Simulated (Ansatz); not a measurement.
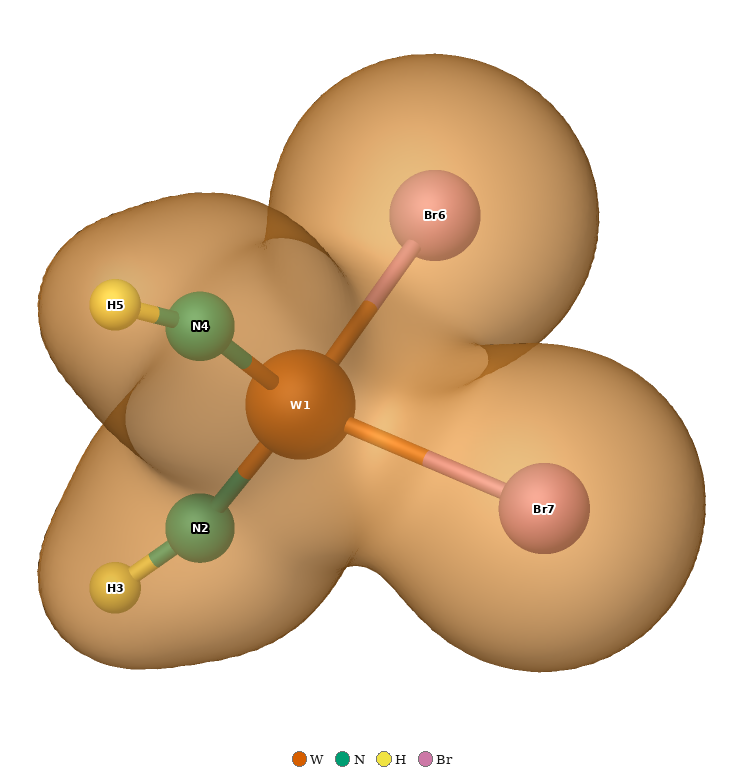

Figure 1: Br₂H₂N₂W (charge −1, doublet). Isosurface of the electron density at 0.1 e/Å³ (orange), seen at an oblique angle.

Geometry: PBE-D4/def2-SVPD; core potentials replace the inner electrons of W.

Computed with UKS PBE0-D4/def2-TZVPD in Ansatz.

```yaml
atoms:
  - { symbol: W, position_ang: [-0.2191, 0.0032, -0.1539] }
  - { symbol: N, position_ang: [-0.2799, -0.0164, 1.6279] }
  - { symbol: H, position_ang: [0.0480, -0.0294, 2.5929] }
  - { symbol: N, position_ang: [1.4368, -0.0005, -0.8150] }
  - { symbol: H, position_ang: [2.4559, -0.0071, -0.8338] }
  - { symbol: Br, position_ang: [-1.7086, 1.8555, -1.1885] }
  - { symbol: Br, position_ang: [-1.7331, -1.8053, -1.2296] }
```

> Which contacts does the surface bridge?

At this value the surface is in one piece. It bridges the sampled W–N (1.78 Å), W–Br (2.59 Å) and N–H (1.02 Å) contacts, where the density stays above the isovalue. On the grid the lowest density along these lines, outside the cores, is 1.4 e/Å³ (W–N, 1.78 Å), 0.46 e/Å³ (W–Br, 2.59 Å) and 2.2 e/Å³ (N–H, 1.02 Å).
